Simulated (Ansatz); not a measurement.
# Molecular dynamics, with input and output: CH$_{5}$FOZn (part 3 of 3)

Continued. System: CH$_{5}$FOZn. Method: RKS PBE0-D4/def2-SVP (Ansatz 0.2.0). It belongs to a series of runs on one base structure; here: dynamics from the highest image of the converged band.

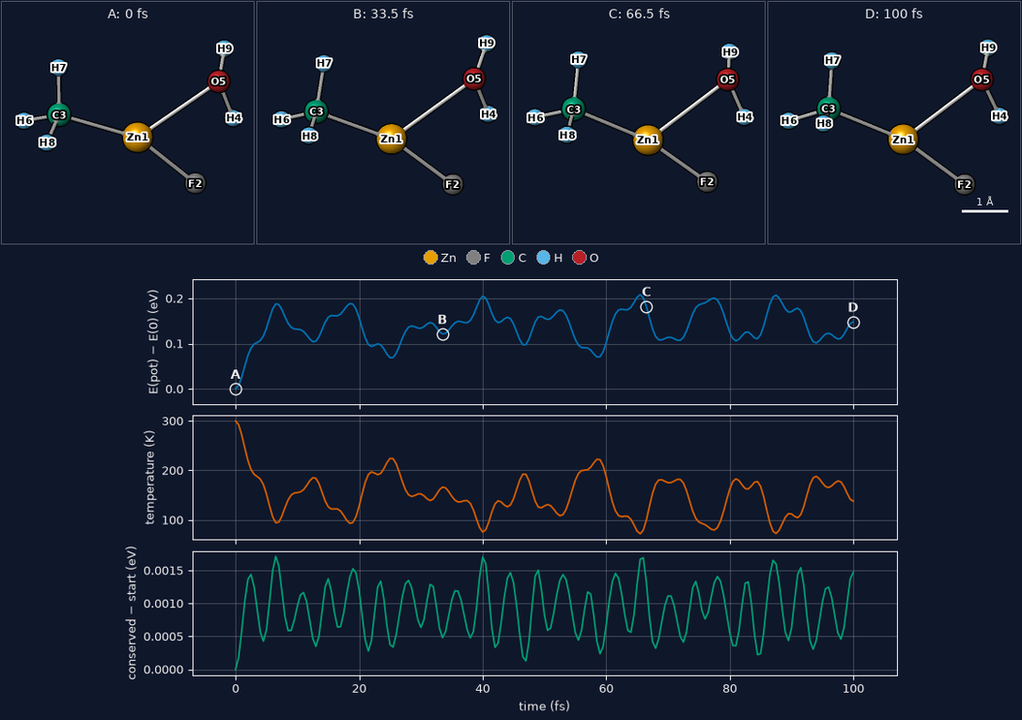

Fig. 1: Frames of the molecular dynamics (ball-and-stick, seen at a tilt) above the curves, on which the letters mark them. The trajectory kept here has 201 frames over 100 fs. The temperature starts at 300 K, ranges from 72 to 300 K and averages 143 K over the second half. The potential energy ends 0.148 eV above its first value. The conserved quantity stays within 0.0017 eV. After an unweighted best fit of the last frame on the first, the root-mean-square displacement is 0.16 Å, and H8 has moved furthest (0.28 Å).

```
Total energy: -54279.11885078 eV, -1994.7208260580 hartree
Atom 0 at    -0.094523    -0.516849     0.328089 Å, force    -0.005397    -0.337002    -0.190503 eV/Å
Atom 1 at    -0.583453    -2.274872    -0.035601 Å, force     0.181683     0.752221     0.058483 eV/Å
Atom 2 at     0.405899     1.187319     1.127434 Å, force     0.389773    -0.228918    -0.295753 eV/Å
Atom 3 at    -0.274946    -1.580626    -1.620020 Å, force     0.279119     0.596106    -0.095812 eV/Å
Atom 4 at     0.037105    -0.657680    -1.861791 Å, force     0.867492    -1.505011     1.233825 eV/Å
Atom 5 at    -0.230273     1.475741     1.971573 Å, force     0.004500     0.221509     0.005330 eV/Å
Atom 6 at     0.486116     1.970956     0.366036 Å, force    -0.754240     0.234871    -0.250134 eV/Å
Atom 7 at     1.456217     1.186176     1.433898 Å, force     0.235662    -0.464794     0.602894 eV/Å
Atom 8 at    -0.617237    -0.313087    -2.432730 Å, force    -1.198592     0.731018    -1.068330 eV/Å
Dipole moment:    -0.163978     0.356827    -0.299707 e Å
```

### Trajectory as extended XYZ (Å, eV, eV/Å), 11 of the 201 frames kept, from step=0 to step=200
```
9
Properties=species:S:1:pos:R:3:forces:R:3 step=0 time_fs=0.0 energy=-54279.26703 temperature=300.0
Zn   -0.0630   -0.4927    0.2886   -0.0063   0.0071   0.0088
F    -0.5904   -2.2174    0.0047    0.0038  -0.0030   0.0031
C     0.3601    1.1292    1.2597    0.0030  -0.0144  -0.0045
H    -0.3373   -1.6407   -1.5835   -0.0050   0.0107  -0.0025
O    -0.0168   -0.7555   -1.8862    0.0049  -0.0060  -0.0090
H    -0.4619    1.4146    1.9342   -0.0023   0.0004   0.0010
H     0.5460    1.9673    0.5707    0.0002   0.0020  -0.0025
H     1.2632    0.9891    1.8741    0.0006   0.0044   0.0018
H    -0.6997   -0.3939   -2.4621    0.0011  -0.0011   0.0038
9
Properties=species:S:1:pos:R:3:forces:R:3 step=20 time_fs=10.0 energy=-54279.13517 temperature=155.3
Zn   -0.0755   -0.5105    0.3012    0.4542   1.4046   0.1910
F    -0.5625   -2.1612   -0.0009   -0.4771  -1.6144  -0.0300
C     0.3715    1.1383    1.2315    0.1889  -0.8021  -0.1966
H    -0.3285   -1.6431   -1.6781   -0.2551  -0.4498   0.1844
O    -0.0165   -0.7501   -1.8863   -0.5034   1.2548  -1.3257
H    -0.4695    1.3505    1.9094    0.2460   0.3738   0.0275
H     0.5721    1.9273    0.4998   -0.2397   0.3040   0.0401
H     1.3109    0.9634    1.7858   -0.2442   0.1120   0.1750
H    -0.6340   -0.3611   -2.5569    0.8304  -0.5829   0.9342
9
Properties=species:S:1:pos:R:3:forces:R:3 step=40 time_fs=20.0 energy=-54279.10989 temperature=127.7
Zn   -0.0823   -0.5105    0.3158    0.1677   0.6709  -0.0800
F    -0.5559   -2.1772   -0.0086   -0.3367  -1.0571  -0.0431
C     0.3874    1.1150    1.1857   -0.2694   0.7322   1.3105
H    -0.3639   -1.6007   -1.6770   -0.3126  -0.7503   0.1818
O    -0.0100   -0.7339   -1.9027   -0.2968   1.3492  -1.1787
H    -0.3500    1.5135    1.9163   -0.2255  -0.5635  -0.1164
H     0.4657    1.9798    0.5250    0.5459   0.0747  -0.4989
H     1.2869    1.0191    1.8297    0.0685   0.0416  -0.5313
H    -0.5610   -0.3554   -2.6299    0.6589  -0.4978   0.9560
9
Properties=species:S:1:pos:R:3:forces:R:3 step=60 time_fs=30.0 energy=-54279.13312 temperature=152.7
Zn   -0.0862   -0.5010    0.3288    0.0002  -0.7217  -0.4203
F    -0.5659   -2.2433   -0.0191    0.0541   0.5755   0.0159
C     0.3932    1.1476    1.1845    0.5912  -0.4327   0.3424
H    -0.3876   -1.5561   -1.6453   -0.1725  -0.6096   0.0670
O     0.0000   -0.7111   -1.9242    0.4473   0.3347   0.3873
H    -0.4093    1.4080    1.9053    0.5241   0.3574  -0.2278
H     0.5995    1.8838    0.4103   -0.5810   0.5830  -0.2741
H     1.3985    1.0677    1.6572   -0.5802  -0.2180   0.3476
H    -0.5091   -0.3634   -2.6534   -0.2831   0.1313  -0.2381
9
Properties=species:S:1:pos:R:3:forces:R:3 step=80 time_fs=40.0 energy=-54279.06226 temperature=75.6
Zn   -0.0904   -0.5005    0.3358   -0.2741  -1.0166  -0.3685
F    -0.5743   -2.2858   -0.0296    0.2780   1.2354   0.0660
C     0.4252    1.1794    1.1689   -0.8523  -0.6483   1.0543
H    -0.3434   -1.5631   -1.6679   -0.0125  -0.3781   0.1380
O     0.0100   -0.6920   -1.9313    1.0973  -0.5308   1.5943
H    -0.3308    1.5501    1.9050    0.3052  -0.3883  -0.2652
H     0.4110    1.9112    0.3674    0.7462   0.4491  -0.2559
H     1.3682    1.0024    1.7346   -0.1700   0.5460  -0.5969
H    -0.5269   -0.3759   -2.6229   -1.1179   0.7317  -1.3660
9
Properties=species:S:1:pos:R:3:forces:R:3 step=100 time_fs=50.0 energy=-54279.11078 temperature=128.2
Zn   -0.0977   -0.5135    0.3369    0.0373  -0.2960  -0.2846
F    -0.5698   -2.2707   -0.0370    0.2199   0.8302   0.1274
C     0.4178    1.1902    1.1554    0.7277   0.2464   0.8176
H    -0.2396   -1.5943   -1.6861   -0.1790  -0.2766   0.0973
O     0.0183   -0.6830   -1.9190    0.8396  -0.1116   0.8103
H    -0.2743    1.5816    1.9423    0.2677  -0.2696  -0.4737
H     0.5988    1.9870    0.4288   -0.5841   0.1783  -0.5553
H     1.4444    1.1969    1.6135   -0.6249  -0.6137   0.0882
H    -0.6060   -0.3598   -2.5508   -0.7041   0.3125  -0.6273
9
Properties=species:S:1:pos:R:3:forces:R:3 step=120 time_fs=60.0 energy=-54279.16485 temperature=187.8
Zn   -0.1045   -0.5297    0.3342    0.3549   1.1023   0.1881
F    -0.5558   -2.2186   -0.0391   -0.1578  -0.5484   0.0362
C     0.4379    1.2114    1.1385   -0.4421  -1.1424   0.5999
H    -0.2029   -1.5995   -1.6699   -0.0584  -0.2445   0.1564
O     0.0313   -0.6786   -1.8952   -0.6521   0.5083  -0.6730
H    -0.2949    1.5259    1.9206    0.4129  -0.1091  -0.3480
H     0.4515    1.9585    0.3391    0.3224   0.1821  -0.0073
H     1.4300    1.0328    1.6264   -0.4823   0.4564  -0.4037
H    -0.7270   -0.3631   -2.4329    0.7025  -0.2048   0.4514
9
Properties=species:S:1:pos:R:3:forces:R:3 step=140 time_fs=70.0 energy=-54279.15305 temperature=175.3
Zn   -0.1062   -0.5307    0.3338    0.5067   1.3308   0.3012
F    -0.5491   -2.1921   -0.0398   -0.3689  -1.2564  -0.0454
C     0.4249    1.1672    1.1097    0.0838  -0.2328   0.7493
H    -0.1837   -1.5859   -1.5843   -0.1416  -0.1173  -0.1243
O     0.0408   -0.6749   -1.8789   -1.2520   0.7611  -0.8293
H    -0.2767    1.5038    1.9073    0.3106  -0.1111  -0.2968
H     0.4507    1.9333    0.3260    0.0833   0.1161  -0.0788
H     1.4443    1.0723    1.5675   -0.5785   0.1300  -0.2928
H    -0.7929   -0.3317   -2.3086    1.3565  -0.6204   0.6168
9
Properties=species:S:1:pos:R:3:forces:R:3 step=160 time_fs=80.0 energy=-54279.14183 temperature=162.2
Zn   -0.1012   -0.5153    0.3367    0.0234  -0.6623  -0.3648
F    -0.5591   -2.2210   -0.0423   -0.1217  -0.2280   0.0747
C     0.4029    1.1162    1.0897    0.7182   1.3308   0.8361
H    -0.2029   -1.5858   -1.5893    0.0700   0.1275  -0.0717
O     0.0461   -0.6679   -1.8701   -0.9856   0.1692  -0.3878
H    -0.2450    1.4986    1.9023    0.0743  -0.1106  -0.1941
H     0.4804    1.8992    0.3245   -0.4081   0.1086  -0.2828
H     1.4405    1.1370    1.4844   -0.2267  -0.4295   0.1503
H    -0.7885   -0.3170   -2.2568    0.8562  -0.3056   0.2400
9
Properties=species:S:1:pos:R:3:forces:R:3 step=180 time_fs=90.0 energy=-54279.09645 temperature=112.2
Zn   -0.0957   -0.5074    0.3354   -0.3593  -1.2905  -0.4305
F    -0.5750   -2.2625   -0.0416    0.1713   0.6218   0.0897
C     0.4166    1.1507    1.1000   -0.7915  -0.4029   0.5951
H    -0.2114   -1.5976   -1.6290    0.0393   0.4987  -0.0229
O     0.0423   -0.6614   -1.8654    0.5107  -0.7925   0.4910
H    -0.2625    1.4718    1.9037    0.0888  -0.0289   0.0722
H     0.2960    1.8410    0.2682    0.6588   0.5396  -0.1413
H     1.4138    0.9697    1.5131    0.3070   0.6070  -0.1990
H    -0.7095   -0.2947   -2.3157   -0.6252   0.2476  -0.4542
9
Properties=species:S:1:pos:R:3:forces:R:3 step=200 time_fs=100.0 energy=-54279.11882 temperature=137.8
Zn   -0.0945   -0.5168    0.3281   -0.0054  -0.3370  -0.1905
F    -0.5835   -2.2749   -0.0356    0.1817   0.7522   0.0585
C     0.4059    1.1873    1.1274    0.3898  -0.2289  -0.2958
H    -0.2749   -1.5806   -1.6200    0.2791   0.5961  -0.0958
O     0.0371   -0.6577   -1.8618    0.8675  -1.5050   1.2338
H    -0.2303    1.4757    1.9716    0.0045   0.2215   0.0053
H     0.4861    1.9710    0.3660   -0.7542   0.2349  -0.2501
H     1.4562    1.1862    1.4339    0.2357  -0.4648   0.6029
H    -0.6172   -0.3131   -2.4327   -1.1986   0.7310  -1.0683
```

This output came from the following input.

### Input file
```yaml
crystal:
  periodic: [false, false, false]
  atoms:
    - { symbol: Zn, position_ang: [-0.063025, -0.492713, 0.288607] }
    - { symbol: F, position_ang: [-0.590438, -2.217432, 0.004659] }
    - { symbol: C, position_ang: [0.360115, 1.129168, 1.259659] }
    - { symbol: H, position_ang: [-0.337291, -1.640659, -1.583519] }
    - { symbol: O, position_ang: [-0.01684, -0.755492, -1.886249] }
    - { symbol: H, position_ang: [-0.461873, 1.41465, 1.934206] }
    - { symbol: H, position_ang: [0.545966, 1.967273, 0.570727] }
    - { symbol: H, position_ang: [1.263157, 0.989103, 1.874146] }
    - { symbol: H, position_ang: [-0.699673, -0.393896, -2.462138] }
basis:
  gaussian: { orbitals: def2-SVP }
hamiltonian:
  xc: pbe0
  dispersion: d4
md:
  timestep: 0.5
  n_steps: 200
  ensemble: nve
  temperature: 300.0
  initial_velocities: maxwell_boltzmann
  seed: 9470
```

Launch command:
```bash
ansatz run input.yaml --threads 2 --pin off --max-ram 3072MiB --backend cpu --events-out ev --progress --plain --runs-dir out
```

### Key numbers

```json
{"quantity": "outcome", "value": "finished"}
{"quantity": "mean temperature over the second half", "value": "143 K"}
{"quantity": "trajectory", "value": "200 steps, 100 fs"}
{"quantity": "ensemble", "value": "nve"}
{"quantity": "temperature in the input", "value": "300.0 K"}
{"quantity": "time step", "value": "0.5 fs"}
{"quantity": "potential energy (last step)", "value": "−54279.1189 eV"}
{"quantity": "mean-field energy (last step)", "value": "−54279.0207 eV"}
{"quantity": "largest force (length of the vector) (last step)", "value": "2.131 eV/Å"}
{"quantity": "hardware", "value": "2 threads of Intel Xeon (Sapphire Rapids), 16 GiB of memory available, shared host"}
{"quantity": "wall time", "value": "5.8 min (CPU time 11 min)"}
{"quantity": "peak memory", "value": "0.23 GiB"}
```

### Remarks

So short a trajectory is not equilibrated.
